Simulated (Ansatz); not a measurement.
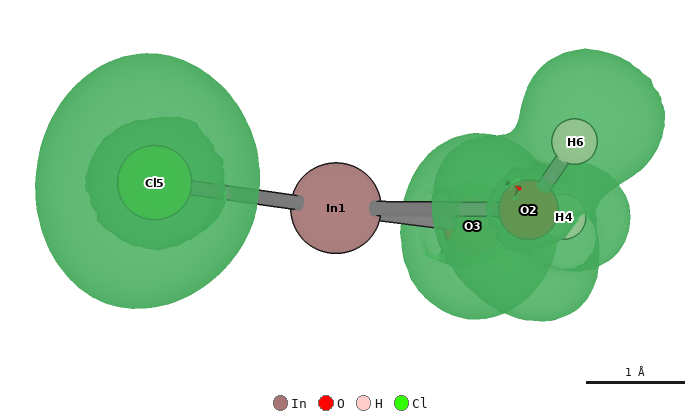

*ClH$_{2}$InO$_{2}$. Isosurface of the electron localisation function at 0.75 (green), seen from one side. Only the valence region is drawn (cores and ρ < 0.01 e/Å³ removed).*

Core potentials replace the inner electrons of In.

Computed with Ansatz, RKS BHLYP/def2-SVP.

| atom | x (Å) | y (Å) | z (Å) |
| --- | --- | --- | --- |
| In | -0.9434 | 0.5742 | 0.5288 |
| O | 1.0356 | -0.5208 | -0.2585 |
| O | -1.5154 | -1.1450 | 0.0594 |
| H | 0.3420 | -1.2072 | -0.3702 |
| Cl | -0.4413 | 2.7494 | 1.1186 |
| H | 1.5225 | -0.4506 | -1.0783 |

> Where are the electrons localised?

The surface consists of one region wrapped around Cl (its valence shell), one region wrapped around O (its valence shell) and one joined region spread over several atoms (H, O), in which their bonds and any lone pairs are merged.

Values along the shortest contacts:
In–O (1.87 Å): the ELF peaks at about 0.70 in the valence shell of O, 0.6 Å from its nucleus, and drops to about 0.15 between the two atoms. In–Cl (2.31 Å): the ELF peaks at about 0.80 in the valence shell of Cl, 0.8 Å from its nucleus, and drops to about 0.15 between the two atoms.
